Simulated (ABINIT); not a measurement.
## NaCl (Fm-3m): G0W0 in ABINIT against the bands in the screening

How does the gap of NaCl (Fm-3m) converge in the bands in the screening?

Main program and level: ABINIT 10.8.3; PBE and many-body steps on it, plane waves.

The database entry behind the starting cell differs from later determinations by our own check (an axis about 0.4 % short against later determinations), so it need not match the best structure at ambient conditions.

### 1. Set-up

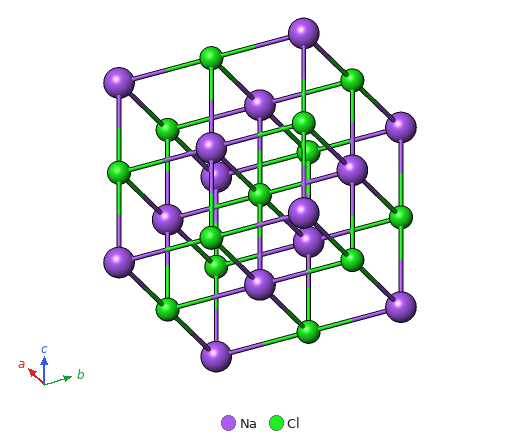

Start, viewed from a free direction; sodium purple, chlorine green. This picture shows the conventional cell, with its axes. Some periodic images of atoms are drawn too.

The cell and positions come from the Crystallography Open Database and are kept as given unless a step says otherwise.

### 2. Screening, 4×4×4 mesh, 16 bands, screening to 163.3 eV

This step: ABINIT 10.8.3; RPA screening on PBE, plane waves, norm-conserving pseudopotentials.

The RPA dielectric matrix is built and inverted for each q.

run.abi

```
acell 3*1.0 Angstrom
rprim 
  0.000000000000 2.810000000000 2.810000000000
  2.810000000000 0.000000000000 2.810000000000
  2.810000000000 2.810000000000 0.000000000000
ntypat 2
znucl 11 17
natom 2
typat 1 2
xred 
  0.000000000000 0.000000000000 0.000000000000
  0.500000000000 0.500000000000 0.500000000000
pp_dirpath "pseudos"
pseudos "Na.upf, Cl.upf"
ecut 38
ngkpt 4 4 4
nshiftk 1
shiftk 0 0 0
kptopt 1
chksymbreak 0
istwfk *1
occopt 1
irdwfk 1
optdriver 3
nband 16
ecuteps 6
inclvkb 2
awtr 1
symchi 1
indata_prefix "in"
outdata_prefix "out"
tmpdata_prefix "tmp"
```

Command:

```
$ OMP_NUM_THREADS=1 mpirun -n 4 abinit run.abi > log
```

The program printed:

```text
.Version 10.8.3 of ABINIT. v10.8.2 released Aug 2026.

 Symmetries : space group Fm -3 m (#225); Bravais cF (face-center cubic)
[... echo of the input left out ...]
== DATASET  1 ==================================================================
-   mpi_nproc: 4, omp_nthreads: 1 (-1 if OMP is not activated)

--- !DatasetInfo
iteration_state: {dtset: 1, }
dimensions: {natom: 2, nkpt: 8, mband: 16, nsppol: 1, nspinor: 1, nspden: 1, mpw: 3383, }
cutoff_energies: {ecut:  38.0, pawecutdg:  -1.0, }
electrons: {nelect:   1.60000000E+01, charge:   0.00000000E+00, occopt:   1.00000000E+00, tsmear:   1.00000000E-02, }

 SCREENING: Calculation of the susceptibility and dielectric matrices

 Based on a program developped by R.W. Godby, V. Olevano, G. Onida, and L. Reining.
 Incorporated in ABINIT by V. Olevano, G.-M. Rignanese, and M. Torrent.
.Using double precision arithmetic ; gwpc =  8

[... cell and pseudopotentials left out ...]
--------------------------------------------------------------------------------

 ==== K-mesh for the wavefunctions ====
 Number of points in the irreducible wedge :     8
[... list of points left out ...]
 Together with 48 symmetry operations and time-reversal symmetry
 yields    64 points in the full Brillouin Zone.

 ==== Q-mesh for the screening function ====
 Number of points in the irreducible wedge :     8
[... list of points left out ...]
 Together with 48 symmetry operations and time-reversal symmetry
 yields    64 points in the full Brillouin Zone.

 setmesh: FFT mesh size selected  =    30x   30x   30
          total number of points  =        27000

 vcoul_init : cutoff-mode = AUXILIARY_FUNCTION
 q-points for optical limit:   1
     1)      0.000010    0.000020    0.000030

- screening: taking advantage of time-reversal symmetry
- Maximum band index for partially occupied states nbvw = 8
- Remaining bands to be divided among processors   nbcw = 8
- Number of bands treated by each node ~2

 Number of electrons calculated from density =   16.0000; Expected =   16.0000
 average of density, n =  0.053429
 r_s =    1.6471
 omega_plasma =   22.2968 [eV]

 calculating chi0 at frequencies [eV] :
  1    0.000000E+00    0.000000E+00
  2    0.000000E+00    2.229681E+01

--------------------------------------------------------------------------------
  q-point number  1        q = ( 0.000000, 0.000000, 0.000000) [r.l.u.]
--------------------------------------------------------------------------------
[... chi0 elements left out ...]
 For q-point:  0.000010 0.000020 0.000030
  dielectric constant =   2.3229
  dielectric constant without local fields =   2.7187

  Average fulfillment of the sum rule on Im[epsilon] for q-point    1 :     12.32  [%]
[... wings left out ...]
  q-point number  2        q = ( 0.250000, 0.000000, 0.000000) [r.l.u.]
--------------------------------------------------------------------------------
[... chi0 elements left out ...]
  Average fulfillment of the sum rule on Im[epsilon] for q-point    2 :     32.29  [%]

 [... 6 further q-points ...]
```

It took 3.9 s on 4 MPI ranks of Arm Neoverse V1, shared host; peak memory 0.5 GiB; 15 s of CPU time.

Numbers from this step:

```
ε∞ with local fields, on this mesh, along the program's q direction : 2.323
the same without local fields                                       : 2.719
plasma frequency                                                    : 22.30 eV
plane waves in the screening matrix                                 : 181
```

Local fields lower ε∞ by 15 %. On a Γ-centred mesh this coarse the value itself is usually too large, while a short band sum pulls it down.

### 3. 16 bands

This step: G0W0 on PBE, plane waves, norm-conserving pseudopotentials.

run.abi: that of step 2 with these lines changed.

```diff
@@ -23,8 +23,15 @@
 irdwfk 1
-optdriver 3
-nband 16
+optdriver 4
+nband 80
+gwcalctyp 0
+ecutsigx 38
+symsigma 1
+nkptgw 1
+kptgw 
+  0.0000000000 0.0000000000 0.0000000000
+bdgw 
+  6 12
 ecuteps 6
-inclvkb 2
-awtr 1
-symchi 1
+irdscr 1
+ppmodel 1
 indata_prefix "in"
```

The program printed:

```text
.Version 10.8.3 of ABINIT. v10.8.2 released Aug 2026.

 Symmetries : space group Fm -3 m (#225); Bravais cF (face-center cubic)
[... echo of the input left out ...]
== DATASET  1 ==================================================================
-   mpi_nproc: 4, omp_nthreads: 1 (-1 if OMP is not activated)

--- !DatasetInfo
iteration_state: {dtset: 1, }
dimensions: {natom: 2, nkpt: 8, mband: 80, nsppol: 1, nspinor: 1, nspden: 1, mpw: 3383, }
cutoff_energies: {ecut:  38.0, pawecutdg:  -1.0, }
electrons: {nelect:   1.60000000E+01, charge:   0.00000000E+00, occopt:   1.00000000E+00, tsmear:   1.00000000E-02, }

 SIGMA: Calculation of the GW corrections

 Based on a program developped by R.W. Godby, V. Olevano, G. Onida, and L. Reining.
 Incorporated in ABINIT by V. Olevano, G.-M. Rignanese, and M. Torrent.
.Using double precision arithmetic ; gwpc =  8

[... cell and pseudopotentials left out ...]
--------------------------------------------------------------------------------

 ==== K-mesh for the wavefunctions ====
 Number of points in the irreducible wedge :     8
[... list of points left out ...]
 Together with 48 symmetry operations and time-reversal symmetry
 yields    64 points in the full Brillouin Zone.

 ==== Q-mesh for screening function ====
 Number of points in the irreducible wedge :     8
[... list of points left out ...]
 Together with 48 symmetry operations and time-reversal symmetry
 yields    64 points in the full Brillouin Zone.

 vcoul_init : cutoff-mode = AUXILIARY_FUNCTION
 q-points for optical limit:   1
     1)      0.000010    0.000020    0.000030
 setmesh: FFT mesh size selected  =    45x   45x   45
          total number of points  =        91125

 Number of electrons calculated from density =   16.0000; Expected =   16.0000
 average of density, n =  0.053429
 r_s =    1.6471
 omega_plasma =   22.2968 [eV]

 === KS Band Gaps ===
  >>>> For spin  1
   Minimum direct gap =   5.1497 [eV], located at k-point      :   0.0000  0.0000  0.0000
   Fundamental gap    =   5.1497 [eV], Top of valence bands at :   0.0000  0.0000  0.0000
                                       Bottom of conduction at :   0.0000  0.0000  0.0000
 SIGMA fundamental parameters:
 PLASMON POLE MODEL  1
 number of plane-waves for SigmaX                 3383
 number of plane-waves for SigmaC and W            181
 number of plane-waves for wavefunctions          3383
 number of bands                                    80
 number of independent spin polarizations            1
 number of spinorial components                      1
 number of k-points in IBZ                           8
 number of q-points in IBZ                           8
 number of symmetry operations                      48
 number of k-points in BZ                           64
 number of q-points in BZ                           64
 number of frequencies for dSigma/dE                 9
 frequency step for dSigma/dE [eV]                0.25
 number of omega for Sigma on real axis              0
 max omega for Sigma on real axis  [eV]           0.00
 zcut for avoiding poles [eV]                     0.10

 EPSILON^-1 parameters (SCR file):
 dimension of the eps^-1 matrix on file            181
 dimension of the eps^-1 matrix used               181
 number of plane-waves for wavefunctions          3383
 number of bands                                    16
 number of q-points in IBZ                           8
 number of frequencies                               2
 number of real frequencies                          1
 number of imag frequencies                          1

 matrix elements of self-energy operator (all in [eV])

 Perturbative Calculation

--- !SelfEnergy_ee
iteration_state: {dtset: 1, }
kpoint     : [   0.000,    0.000,    0.000, ]
spin       : 1
KS_gap     :    5.150
QP_gap     :    8.114
Delta_QP_KS:    2.965
data: !SigmaeeData |
     Band     E0 <VxcDFT>   SigX SigC(E0)      Z dSigC/dE  Sig(E)    E-E0       E
        6  -0.539 -14.493 -18.927   2.356   0.810  -0.235 -16.175  -1.682  -2.220
        7  -0.539 -14.493 -18.927   2.356   0.810  -0.235 -16.175  -1.682  -2.220
        8  -0.539 -14.493 -18.927   2.356   0.810  -0.235 -16.175  -1.682  -2.220
        9   4.611  -8.178  -4.163  -2.537   0.868  -0.152  -6.894   1.283   5.894
       10  10.523  -8.376  -3.599  -2.667   0.861  -0.161  -6.559   1.817  12.341
       11  10.523  -8.376  -3.599  -2.667   0.861  -0.161  -6.559   1.817  12.341
       12  10.523  -8.376  -3.599  -2.667   0.861  -0.161  -6.559   1.817  12.341

== END DATASET(S) ==============================================================
================================================================================

 -outvars: echo values of variables after computation  --------
           etotal      0.0000000000E+00
            nband          80
             nkpt           8
          spgroup         225
 [... the other variables as echoed above ...]

 Calculation completed.
```

The job ended after 4.7 s (4 MPI ranks; peak memory 0.58 GiB; 18 s of CPU time).

Numbers from this step:

- G0W0 gap on the points computed: 8.114 eV
- starting gap on the mesh: 5.150 eV
- k of the valence top: 0, 0, 0
- k of the conduction bottom: 0, 0, 0
- Z at the valence top: 0.81
- Z at the conduction bottom: 0.868
- least direct G0W0 gap on the computed points: 8.114 eV

### 4. Screening, 4×4×4 mesh, 24 bands, screening to 163.3 eV

This step: RPA screening on PBE, plane waves, norm-conserving pseudopotentials.

run.abi: that of step 3 with these lines changed.

```diff
@@ -23,15 +23,8 @@
 irdwfk 1
-optdriver 4
-nband 80
-gwcalctyp 0
-ecutsigx 38
-symsigma 1
-nkptgw 1
-kptgw 
-  0.0000000000 0.0000000000 0.0000000000
-bdgw 
-  6 12
+optdriver 3
+nband 24
 ecuteps 6
-irdscr 1
-ppmodel 1
+inclvkb 2
+awtr 1
+symchi 1
 indata_prefix "in"
```

The program printed:

```text
.Version 10.8.3 of ABINIT. v10.8.2 released Aug 2026.

 Symmetries : space group Fm -3 m (#225); Bravais cF (face-center cubic)
[... echo of the input left out ...]
== DATASET  1 ==================================================================
-   mpi_nproc: 4, omp_nthreads: 1 (-1 if OMP is not activated)

--- !DatasetInfo
iteration_state: {dtset: 1, }
dimensions: {natom: 2, nkpt: 8, mband: 24, nsppol: 1, nspinor: 1, nspden: 1, mpw: 3383, }
cutoff_energies: {ecut:  38.0, pawecutdg:  -1.0, }
electrons: {nelect:   1.60000000E+01, charge:   0.00000000E+00, occopt:   1.00000000E+00, tsmear:   1.00000000E-02, }

 SCREENING: Calculation of the susceptibility and dielectric matrices

 Based on a program developped by R.W. Godby, V. Olevano, G. Onida, and L. Reining.
 Incorporated in ABINIT by V. Olevano, G.-M. Rignanese, and M. Torrent.
.Using double precision arithmetic ; gwpc =  8

[... cell and pseudopotentials left out ...]
--------------------------------------------------------------------------------

 ==== K-mesh for the wavefunctions ====
 Number of points in the irreducible wedge :     8
[... list of points left out ...]
 Together with 48 symmetry operations and time-reversal symmetry
 yields    64 points in the full Brillouin Zone.

 ==== Q-mesh for the screening function ====
 Number of points in the irreducible wedge :     8
[... list of points left out ...]
 Together with 48 symmetry operations and time-reversal symmetry
 yields    64 points in the full Brillouin Zone.

 setmesh: FFT mesh size selected  =    30x   30x   30
          total number of points  =        27000

 vcoul_init : cutoff-mode = AUXILIARY_FUNCTION
 q-points for optical limit:   1
     1)      0.000010    0.000020    0.000030

- screening: taking advantage of time-reversal symmetry
- Maximum band index for partially occupied states nbvw = 8
- Remaining bands to be divided among processors   nbcw = 16
- Number of bands treated by each node ~4

 Number of electrons calculated from density =   16.0000; Expected =   16.0000
 average of density, n =  0.053429
 r_s =    1.6471
 omega_plasma =   22.2968 [eV]

 calculating chi0 at frequencies [eV] :
  1    0.000000E+00    0.000000E+00
  2    0.000000E+00    2.229681E+01

--------------------------------------------------------------------------------
  q-point number  1        q = ( 0.000000, 0.000000, 0.000000) [r.l.u.]
--------------------------------------------------------------------------------
[... chi0 elements left out ...]
 For q-point:  0.000010 0.000020 0.000030
  dielectric constant =   2.3475
  dielectric constant without local fields =   2.7682

  Average fulfillment of the sum rule on Im[epsilon] for q-point    1 :     23.54  [%]
[... wings left out ...]
  q-point number  2        q = ( 0.250000, 0.000000, 0.000000) [r.l.u.]
--------------------------------------------------------------------------------
[... chi0 elements left out ...]
  Average fulfillment of the sum rule on Im[epsilon] for q-point    2 :     40.73  [%]

 [... 6 further q-points ...]
```

Run time: 5.3 s. Hardware: 4 MPI ranks; peak memory 0.53 GiB.

Numbers from this step:

| Quantity | Value |
| --- | --- |
| ε∞ with local fields, on this mesh, along the program's q direction | 2.348 |
| the same without local fields | 2.768 |
| plasma frequency | 22.30 eV |
| plane waves in the screening matrix | 181 |

### 5. 24 bands

The self-energy is evaluated for the states that the input lists, and the levels follow from it, in one-shot runs by the linearised quasiparticle equation.

This step: G0W0 on PBE, plane waves, norm-conserving pseudopotentials.

run.abi: that of step 4 with these lines changed.

```diff
@@ -23,8 +23,15 @@
 irdwfk 1
-optdriver 3
-nband 24
+optdriver 4
+nband 80
+gwcalctyp 0
+ecutsigx 38
+symsigma 1
+nkptgw 1
+kptgw 
+  0.0000000000 0.0000000000 0.0000000000
+bdgw 
+  6 12
 ecuteps 6
-inclvkb 2
-awtr 1
-symchi 1
+irdscr 1
+ppmodel 1
 indata_prefix "in"
```

The program printed:

```text
.Version 10.8.3 of ABINIT. v10.8.2 released Aug 2026.

 Symmetries : space group Fm -3 m (#225); Bravais cF (face-center cubic)
[... echo of the input left out ...]
== DATASET  1 ==================================================================
-   mpi_nproc: 4, omp_nthreads: 1 (-1 if OMP is not activated)

--- !DatasetInfo
iteration_state: {dtset: 1, }
dimensions: {natom: 2, nkpt: 8, mband: 80, nsppol: 1, nspinor: 1, nspden: 1, mpw: 3383, }
cutoff_energies: {ecut:  38.0, pawecutdg:  -1.0, }
electrons: {nelect:   1.60000000E+01, charge:   0.00000000E+00, occopt:   1.00000000E+00, tsmear:   1.00000000E-02, }

 SIGMA: Calculation of the GW corrections

 Based on a program developped by R.W. Godby, V. Olevano, G. Onida, and L. Reining.
 Incorporated in ABINIT by V. Olevano, G.-M. Rignanese, and M. Torrent.
.Using double precision arithmetic ; gwpc =  8

[... cell and pseudopotentials left out ...]
--------------------------------------------------------------------------------

 ==== K-mesh for the wavefunctions ====
 Number of points in the irreducible wedge :     8
[... list of points left out ...]
 Together with 48 symmetry operations and time-reversal symmetry
 yields    64 points in the full Brillouin Zone.

 ==== Q-mesh for screening function ====
 Number of points in the irreducible wedge :     8
[... list of points left out ...]
 Together with 48 symmetry operations and time-reversal symmetry
 yields    64 points in the full Brillouin Zone.

 vcoul_init : cutoff-mode = AUXILIARY_FUNCTION
 q-points for optical limit:   1
     1)      0.000010    0.000020    0.000030
 setmesh: FFT mesh size selected  =    45x   45x   45
          total number of points  =        91125

 Number of electrons calculated from density =   16.0000; Expected =   16.0000
[...]
number of q-points in BZ                           64
 number of frequencies for dSigma/dE                 9
 frequency step for dSigma/dE [eV]                0.25
 number of omega for Sigma on real axis              0
 max omega for Sigma on real axis  [eV]           0.00
 zcut for avoiding poles [eV]                     0.10

 EPSILON^-1 parameters (SCR file):
 dimension of the eps^-1 matrix on file            181
 dimension of the eps^-1 matrix used               181
 number of plane-waves for wavefunctions          3383
 number of bands                                    24
 number of q-points in IBZ                           8
 number of frequencies                               2
 number of real frequencies                          1
 number of imag frequencies                          1

 matrix elements of self-energy operator (all in [eV])

 Perturbative Calculation

--- !SelfEnergy_ee
iteration_state: {dtset: 1, }
kpoint     : [   0.000,    0.000,    0.000, ]
spin       : 1
KS_gap     :    5.150
QP_gap     :    8.020
Delta_QP_KS:    2.870
data: !SigmaeeData |
     Band     E0 <VxcDFT>   SigX SigC(E0)      Z dSigC/dE  Sig(E)    E-E0       E
        6  -0.539 -14.493 -18.927   2.249   0.809  -0.235 -16.262  -1.768  -2.307
        7  -0.539 -14.493 -18.927   2.249   0.809  -0.235 -16.262  -1.768  -2.307
        8  -0.539 -14.493 -18.927   2.249   0.809  -0.235 -16.262  -1.768  -2.307
        9   4.611  -8.178  -4.163  -2.742   0.866  -0.155  -7.075   1.102   5.713
       10  10.523  -8.376  -3.599  -2.891   0.857  -0.167  -6.760   1.616  12.140
       11  10.523  -8.376  -3.599  -2.891   0.857  -0.167  -6.760   1.616  12.140
       12  10.523  -8.376  -3.599  -2.891   0.857  -0.167  -6.760   1.616  12.140

== END DATASET(S) ==============================================================
================================================================================

 -outvars: echo values of variables after computation  --------
           etotal      0.0000000000E+00
            nband          80
             nkpt           8
          spgroup         225
 [... the other variables as echoed above ...]

 Calculation completed.
```

Run time: 4.6 s. Hardware: 4 MPI ranks; peak memory 0.58 GiB; 18 s of CPU time.

Numbers from this step:

```
G0W0 gap on the points computed              : 8.02 eV
starting gap on the mesh                     : 5.150 eV
k of the valence top                         : 0, 0, 0
k of the conduction bottom                   : 0, 0, 0
Z at the valence top                         : 0.809
Z at the conduction bottom                   : 0.866
least direct G0W0 gap on the computed points : 8.02 eV
```

The gap on the mesh goes from 5.15 eV to 8.02 eV, a correction of +2.87 eV.

### 6. Screening, 4×4×4 mesh, 80 bands, screening to 163.3 eV

This step: RPA screening on PBE, plane waves, norm-conserving pseudopotentials.

run.abi: that of step 5 with these lines changed.

```diff
@@ -23,15 +23,8 @@
 irdwfk 1
-optdriver 4
+optdriver 3
 nband 80
-gwcalctyp 0
-ecutsigx 38
-symsigma 1
-nkptgw 1
-kptgw 
-  0.0000000000 0.0000000000 0.0000000000
-bdgw 
-  6 12
 ecuteps 6
-irdscr 1
-ppmodel 1
+inclvkb 2
+awtr 1
+symchi 1
 indata_prefix "in"
```

The program printed:

```text
.Version 10.8.3 of ABINIT. v10.8.2 released Aug 2026.

 Symmetries : space group Fm -3 m (#225); Bravais cF (face-center cubic)
[... echo of the input left out ...]
== DATASET  1 ==================================================================
-   mpi_nproc: 4, omp_nthreads: 1 (-1 if OMP is not activated)

--- !DatasetInfo
iteration_state: {dtset: 1, }
dimensions: {natom: 2, nkpt: 8, mband: 80, nsppol: 1, nspinor: 1, nspden: 1, mpw: 3383, }
cutoff_energies: {ecut:  38.0, pawecutdg:  -1.0, }
[...]
--------------------------------------------------------------------------------
[... chi0 elements left out ...]
 For q-point:  0.000010 0.000020 0.000030
  dielectric constant =   2.3807
  dielectric constant without local fields =   2.7950

  Average fulfillment of the sum rule on Im[epsilon] for q-point    1 :     56.01  [%]
[... wings left out ...]
  q-point number  2        q = ( 0.250000, 0.000000, 0.000000) [r.l.u.]
--------------------------------------------------------------------------------
[... chi0 elements left out ...]
  Average fulfillment of the sum rule on Im[epsilon] for q-point    2 :     65.39  [%]

 [... 6 further q-points ...]
```

The job ended after 16 s (4 MPI ranks; peak memory 0.74 GiB; 64 s of CPU time).

Numbers from this step:

```yaml
eps_infinity_with_local_fields_on_this_mesh_along_the_program_s_q_direction: 2.381
the_same_without_local_fields: 2.795
plasma_frequency: 22.30 eV
plane_waves_in_the_screening_matrix: 181
```

(Continued in part 2 of 2.)

[Paths, hosts, dates, memory and timing lines, banners, echoed tables and standing remarks are left out of the program output.]

[Logs are printed without paths, hosts, clocks, repeated set-up lines and the standing remarks that a program may print on its own settings, such as how far it seeks lower states.]

[Runs of the session that timed out or met a known fault of the program may be left out.]

[Hosts, paths, dates, database ids (printed as entryN), source tags and the programs' standing remarks are cut or masked in the printed files.]

[G0W0 gaps are taken among the corrected bands and points alone; a level outside them can change the order at an edge.]

[Where Ansatz stands beside ABINIT at settings called matched, ABINIT's density can come from a denser mesh and the files from another edition; pairs whose starting gaps differed by over 0.03 eV were left out, so agreement reads better than it is.]
